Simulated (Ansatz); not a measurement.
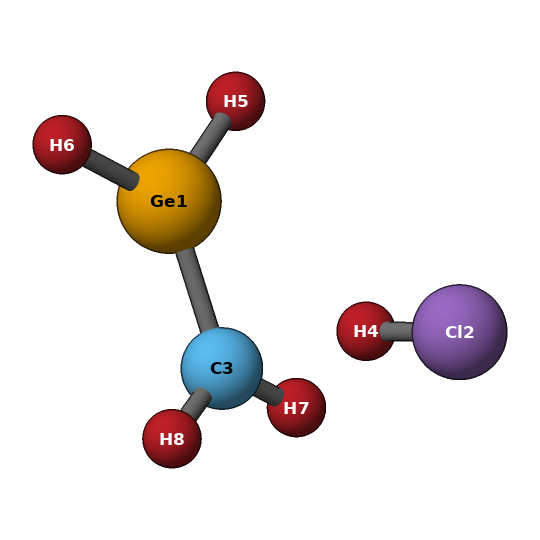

The questions are on Mulliken charges. The geometry was computed by an optimisation with PBE0-D4/def2-TZVP. Method: RKS PBE0-D4/def2-TZVP (Ansatz 0.2.0).

### Which atom carries the highest charge (most positive or least negative)?

H4 (0.29 e).

### And the lowest?

C3 (−0.51 e).

Give the Mulliken charges atom by atom.

```json
{"atom": "Ge1", "value (e)": "0.08"}
{"atom": "Cl2", "value (e)": "−0.32"}
{"atom": "C3", "value (e)": "−0.51"}
{"atom": "H4", "value (e)": "0.29"}
{"atom": "H5", "value (e)": "0.04"}
{"atom": "H6", "value (e)": "0.04"}
{"atom": "H7", "value (e)": "0.18"}
{"atom": "H8", "value (e)": "0.18"}
```

Mulliken values depend strongly on the basis set and can even reverse the polarity of a bond.
